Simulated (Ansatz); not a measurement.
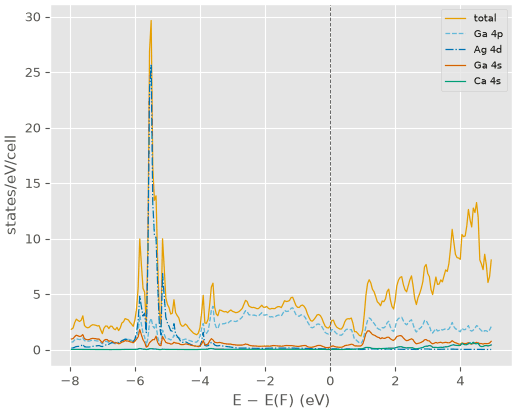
*Total and projected density of states of Ca$_{2}$Ga$_{7}$Ag in space group P-4m2 (No. 115; Pearson symbol tP10), DFT-r²SCAN in the program Ansatz with PAW potentials*

Q: Which orbitals carry the states next to the Fermi level?

A: Within 0.5 eV of the Fermi level: Ga 4p 71 %, Ga 4s 12 %, outside the projected shells 11 %. Projections are on Löwdin-orthogonalised atomic valence shells; empty p or d shells of many metals are not among them.

Q: Where is the tallest occupied peak in this window, and what makes it?

A: Near -5.5 eV, about 30 states/eV per cell; the largest projected share is Ag 4d.

The workflow started from a Materials Project entry (that database holds measured and hypothetical structures alike); the Crystallography Open Database copy checked does not list it. With Ga and Ag taken as one species the cell has the higher symmetry I4/mmm, so it may be an ordered model of a mixed-site phase. Its standing as an ambient phase is unchecked. Symmetry was held in the r²SCAN relaxation; its stability against distortions is not shown here. No spin polarisation was allowed. Spin–orbit coupling is left out wherever it is not named.

Potentials: the later of the program's two PAW sets.
